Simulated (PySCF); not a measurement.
# One shape, several levels: BCl2 (SMILES Cl[B]Cl)

Wanted: a comparison of 5 runs (UCAM-B3LYP/def2-SVP, UCAM-B3LYP/ma-def2-SVP, UCAM-B3LYP/def2-SVPD, UCAM-B3LYP/def2-TZVP, UCAM-B3LYP/ma-def2-TZVP) of BCl2. The job is set up through a Python script.

Program for the calculation: PySCF 2.14.0.

## Step 1: The structure to begin with

The species is BCl2 (3 atoms), meant as a doublet with charge 0. As SMILES, `Cl[B]Cl`. The shape is that of a PBE0-D4/def2-TZVP optimisation.

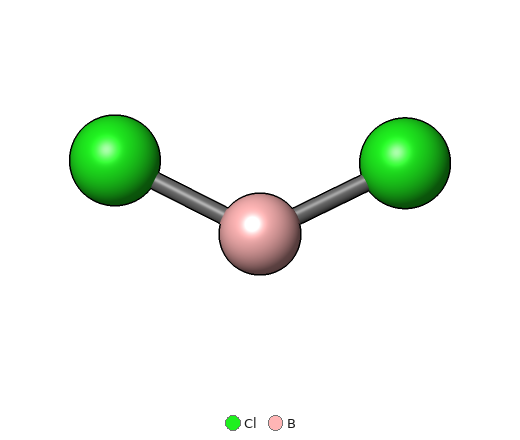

The structure, seen from a chosen angle (chlorine green, boron pink).

## Step 2: The response to a field at UCAM-B3LYP/def2-SVP (run 1)

The input, input.py:

```python
import numpy
from pyscf import gto, dft
from pyscf.prop.polarizability import uks

mol = gto.M(
    atom='''
Cl       0.371500      -1.525600       0.030000
B       -0.463900      -0.050300      -0.256900
Cl       0.081500       1.511100       0.213700
''',
    basis='def2-svp',
    verbose=3,
    max_memory=1860,
    spin=1,
)

mf = dft.UKS(mol)
mf.xc = 'cam-b3lyp'
mf.conv_tol = 1e-10
mf.grids.level = 4
mf.kernel()
if not mf.converged:
    mf = mf.newton().run(mf.mo_coeff, mf.mo_occ)

energy = mf.e_tot
print('Final energy', energy)
pol = uks.Polarizability(mf)
alpha = pol.polarizability()
print('isotropic polarizability %.4f bohr^3' % (numpy.trace(alpha) / 3))
alpha_w = pol.polarizability_with_freq(freq=0.0774)
```

On the command line:

```console
OMP_NUM_THREADS=1 python input.py
```

Log:

```text
converged SCF energy = -944.948975716559  <S^2> = 0.75215709  2S+1 = 2.0021559
Final energy -944.9489757165594
isotropic polarizability 29.6616 bohr^3
```

Wall time 31 s (1 thread of Arm Neoverse V1, shared host); peak memory 0.35 GiB.

## Step 3: The response to a field at UCAM-B3LYP/ma-def2-SVP (run 2)

The input, calc.py:

```python
# Cl[B]Cl
import numpy
from pyscf import gto, dft
from pyscf.prop.polarizability import uks

molecule = gto.M(
    atom='''
Cl     0.702033    -2.882966     0.056692
B     -0.876644    -0.095053    -0.485471
Cl     0.154013     2.855565     0.403834
''',
    max_memory=1860,
    unit='bohr',
    verbose=3,
    basis='ma-def2-svp',
    spin=1,
)

mf = dft.UKS(molecule, xc='cam-b3lyp')
mf.grids.level = 4
mf.conv_tol = 1e-10
mf.kernel()
if not mf.converged:
    mf = mf.newton().run(mf.mo_coeff, mf.mo_occ)

e_final = mf.e_tot
print('E = %.10f Eh' % e_final)
pol = uks.Polarizability(mf)
alpha = pol.polarizability()
print('isotropic polarizability %.4f bohr^3' % (numpy.trace(alpha) / 3))
alpha_w = pol.polarizability_with_freq(freq=0.0774)
```

On the command line:

```console
OMP_NUM_THREADS=1 python calc.py
```

Log:

```text
WARN: HOMO -0.147611395570766 >= LUMO -0.147611395570768

converged SCF energy = -944.959706326596  <S^2> = 0.7522138  2S+1 = 2.0022126
E = -944.9597063266 Eh
isotropic polarizability 36.2058 bohr^3
```

It took 45 s on 1 thread of Arm Neoverse V1, shared host; peak memory 0.39 GiB.

## Step 4: The response to a field at UCAM-B3LYP/def2-SVPD (run 3)

The input, geometry.xyz:

```xyz
3

Cl     0.371500    -1.525600     0.030000
B     -0.463900    -0.050300    -0.256900
Cl     0.081500     1.511100     0.213700
```

The input, job.py:

```python
import numpy
from pyscf import gto, dft
from pyscf.prop.polarizability import uks

mol = gto.M(
    atom='geometry.xyz',
    verbose=4,
    spin=1,
    basis='def2-svpd',
    max_memory=1860,
)

mf = dft.UKS(mol)
mf.xc = 'cam-b3lyp'
mf.conv_tol = 1e-10
mf.grids.level = 4
mf.kernel()
if not mf.converged:
    mf = mf.newton().run(mf.mo_coeff, mf.mo_occ)

e_final = mf.e_tot
print('Final energy', e_final)
pol = uks.Polarizability(mf)
alpha = pol.polarizability()
print('isotropic polarizability %.4f bohr^3' % (numpy.trace(alpha) / 3))
alpha_w = pol.polarizability_with_freq(freq=0.0774)
```

On the command line:

```console
OMP_NUM_THREADS=1 python job.py
```

Log:

```text
PySCF version 2.14.0

[... 52 lines left out ...]
WARN: HOMO -0.147326654241999 >= LUMO -0.147326654241998
[... 42 lines left out ...]
converged SCF energy = -944.963177454339  <S^2> = 0.752456  2S+1 = 2.0024545
Final energy -944.9631774543394
[... 2 lines left out ...]
isotropic polarizability 43.4168 bohr^3
```

Wall time 68 s (1 thread of Arm Neoverse V1, shared host); peak memory 0.46 GiB.

Run 4 isn't shown in full; the table further down has it.

## Step 5: The polarisability at UCAM-B3LYP/ma-def2-TZVP (run 5)

The input, start.xyz:

```xyz
3
BCl2
Cl     0.371500    -1.525600     0.030000
B     -0.463900    -0.050300    -0.256900
Cl     0.081500     1.511100     0.213700
```

The input, job.py:

```python
# Cl[B]Cl
import numpy
from pyscf import gto, dft
from pyscf.prop.polarizability import uks

system = gto.M(
    atom='start.xyz',
    max_memory=1860,
    spin=1,
    charge=0,
    basis='ma-def2-tzvp',
    verbose=3,
)

myscf = dft.UKS(system)
myscf.xc = 'cam-b3lyp'
myscf.conv_tol = 1e-10
myscf.grids.level = 4
myscf.kernel()
if not myscf.converged:
    myscf = myscf.newton().run(myscf.mo_coeff, myscf.mo_occ)

e_final = myscf.e_tot
print('E(%s) = %.9f' % ('CAM-B3LYP', e_final))
pol = uks.Polarizability(myscf)
alpha = pol.polarizability()
print('isotropic polarizability %.4f bohr^3' % (numpy.trace(alpha) / 3))
alpha_w = pol.polarizability_with_freq(freq=0.0774)
```

On the command line:

```console
OMP_NUM_THREADS=1 python job.py
```

Log:

```text
WARN: HOMO -0.148476139454267 >= LUMO -0.148476139454264

converged SCF energy = -945.29597983428  <S^2> = 0.75269251  2S+1 = 2.0026907
E(CAM-B3LYP) = -945.295979834
isotropic polarizability 40.7040 bohr^3
```

Run time: 3.3 min. Hardware: 1 thread of Arm Neoverse V1, shared host; peak memory 0.74 GiB.

## Step 6: The series

```tsv
run	level	energy (Eh)	dipole moment (D)	HOMO energy (eV)	LUMO energy (eV)	wall time
1	UCAM-B3LYP/def2-SVP	-944.948976	0.46	-7.50	-0.79	31 s
2	UCAM-B3LYP/ma-def2-SVP	-944.959706	0.21	-7.85	-1.33	45 s
3	UCAM-B3LYP/def2-SVPD	-944.963177	0.22	-7.82	-1.32	68 s
4	UCAM-B3LYP/def2-TZVP	-945.295044	0.28	-7.73	-1.18	2.6 min
5	UCAM-B3LYP/ma-def2-TZVP	-945.295980	0.23	-7.77	-1.32	3.3 min
```

Convergence of the HOMO energy (highest over α and β) of doublet BCl2 with the basis set, against the last point:

```tsv
basis set	from the last (eV)	wall time
def2-SVP	+0.2665	31 s
ma-def2-SVP	-0.0830	45 s
def2-SVPD	-0.0511	68 s
def2-TZVP	+0.0438	2.6 min
ma-def2-TZVP	+0.0000	3.3 min
```

Convergence of the total energy of doublet BCl2 with the basis set, against the last point:

```tsv
basis set	from the last (mEh)	wall time
def2-SVP	+347.004	31 s
ma-def2-SVP	+336.274	45 s
def2-SVPD	+332.802	68 s
def2-TZVP	+0.936	2.6 min
ma-def2-TZVP	+0.000	3.3 min
```

## Step 7: What came out

```
                                   quantity          value
                        run 5: total energy  -945.29598 Eh
                       run 5: dipole moment         0.23 D
  run 5: HOMO energy (highest over α and β)       -7.77 eV
   run 5: LUMO energy (lowest over α and β)       -1.32 eV
                                run 5: ⟨S²⟩          0.753
          run 5: mean static polarisability     40.7 bohr³
run 5: mean polarisability at ω = 0.0774 Eh     46.9 bohr³
```

For the HOMO energy (highest over α and β) of doublet BCl2 to stay within 0.1 eV of the last point, ma-def2-SVP is the first point of the series from which all later ones do (45 s against 3.3 min). The dipole moment (its size) runs from 0.21 D (UCAM-B3LYP/ma-def2-SVP) to 0.46 D (UCAM-B3LYP/def2-SVP). All runs together took 8.2 min, the longest 3.3 min.
